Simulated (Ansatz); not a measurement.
Take MnSi (space group P2_13, No. 198; a = 4.518 Å; ferromagnetic) as the base.

Structures relaxed with PBE (Ansatz, a first-principles code; PAW; 420 eV plane waves; no spin-orbit coupling), earlier PAW set.

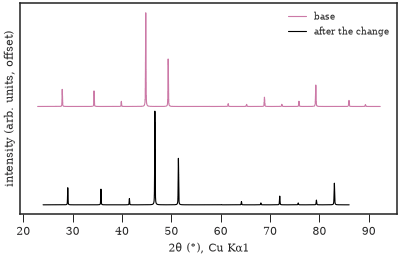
Figure: Simulated powder patterns before (top) and after one change

**Question.** Name the change that was made.
A) pressure 1.8 GPa
B) pressure 30 GPa
C) pressure 60 GPa
D) pressure 9 GPa

**Answer.** B, pressure 30 GPa. Its volume per atom is 10.28 Å³ against 11.53 Å³, and its space group is P2_13 (No. 198).

The magnetic state is the one reached from the starting moments; the real material's order can differ, and small cells can't hold many antiferromagnetic ones. Load acts through the strain it causes; cell and atoms are relaxed under it. Stability against distortions was not tested. No other phases were tried under pressure.
